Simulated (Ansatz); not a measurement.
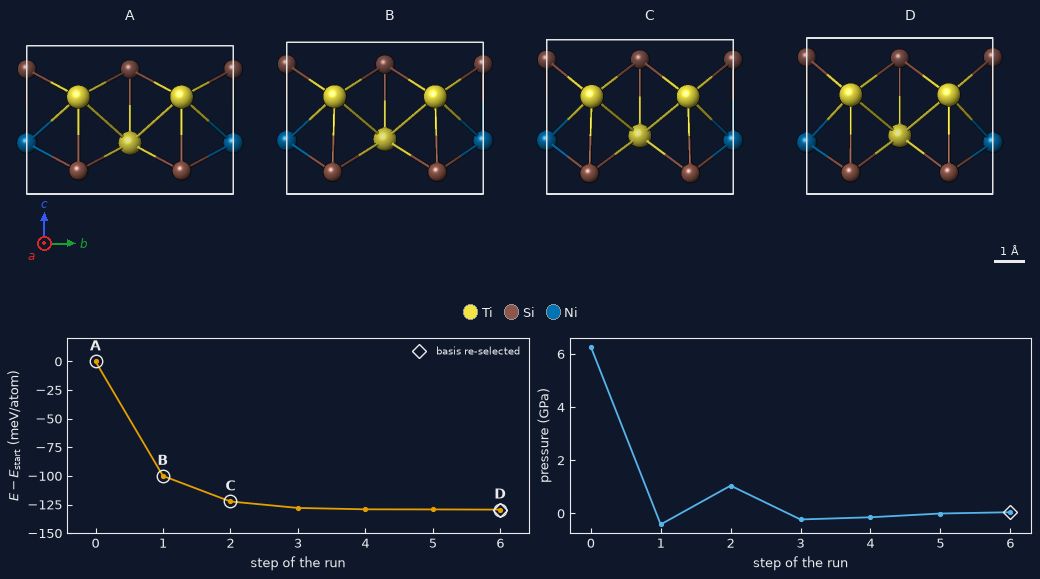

Frames of a relaxation of crystalline Ti3Si4Ni (a generated structure, set up in Pmm2) (coarse preliminary run), marked on the history of the run. A ball-and-stick model of the cell of the calculation, seen along the a axis.

Theory: DFT PBE, scalar-relativistic, plane waves, PAW in Ansatz. (plane-wave cutoff 420 eV; k-point mesh 6 × 4 × 4; occupations gaussian; smearing width 0.1 eV; collinear spin; cell and atoms relaxed; force threshold 0.04 eV/Å; at most 70 steps)

Q: Describe the path.

A: The energy falls by 129 meV per atom in 5 accepted moves (6 points after the start). The largest force component goes from 1.5 to 0.018 eV/Å. The pressure goes from 6.28 to 0.05 GPa. At 1 point the geometry stayed and the basis and grid were re-selected for the new cell (energy shift of 0.2 meV per atom at most each time). A Si atom moves most relative to the cell: 0.18 Å along +c. Largest moves by element: Si 0.18 Å, Ti 0.16 Å, Ni 0.07 Å. The drawn cell changes as follows: a 3.235 → 3.395 Å (+5.0 %), b 6.997 → 6.306 Å (−9.9 %), c 5.021 → 5.290 Å (+5.4 %); the volume changes by −0.3 %. Among the contacts that change: Si–Si 3.498 → 2.971 Å, Ti–Ti 3.498 → 2.983 Å, Ni–Si 2.501 → 2.890 Å, Si–Ti 2.520 → 2.671 Å. Among the angles between lasting bonds that change: Ti–Si–Ti 86.2° → 70.2°, Ti–Si–Ti 137.1° → 121.3°, Ti–Si–Ti 137.1° → 125.1°. The space group stays Pmm2 (No. 25). The program noted that the starting moments weren't kept. The run took 84 s on 4 threads of Arm Neoverse V2 (shared host), peak memory 0.63 GiB. From step 0 to 1: Si atoms move most (0.13 Å), volume +2.0 %, energy −99.9 meV per atom. From step 1 to 2: a Si atom moves most (0.09 Å), volume −3.0 %, energy −22.3 meV per atom. From step 2 to 6: the Ni atom moves most (0.09 Å), volume +0.7 %, energy −7.1 meV per atom.

```json
{"step": "0", "E − E(0), meV/atom": "0.00", "largest force component, eV/Å": "1.4759", "pressure, GPa": "6.28", "volume, Å³/atom": "14.204", "note": ""}
{"step": "1", "E − E(0), meV/atom": "-99.94", "largest force component, eV/Å": "0.6577", "pressure, GPa": "-0.41", "volume, Å³/atom": "14.485", "note": ""}
{"step": "2", "E − E(0), meV/atom": "-122.25", "largest force component, eV/Å": "0.4698", "pressure, GPa": "1.05", "volume, Å³/atom": "14.054", "note": ""}
{"step": "3", "E − E(0), meV/atom": "-127.89", "largest force component, eV/Å": "0.2638", "pressure, GPa": "-0.22", "volume, Å³/atom": "14.193", "note": ""}
{"step": "4", "E − E(0), meV/atom": "-129.10", "largest force component, eV/Å": "0.0602", "pressure, GPa": "-0.14", "volume, Å³/atom": "14.175", "note": ""}
{"step": "5", "E − E(0), meV/atom": "-129.18", "largest force component, eV/Å": "0.0183", "pressure, GPa": "0.00", "volume, Å³/atom": "14.158", "note": ""}
{"step": "6", "E − E(0), meV/atom": "-129.36", "largest force component, eV/Å": "0.0181", "pressure, GPa": "0.05", "volume, Å³/atom": "14.158", "note": "same geometry, new basis"}
```
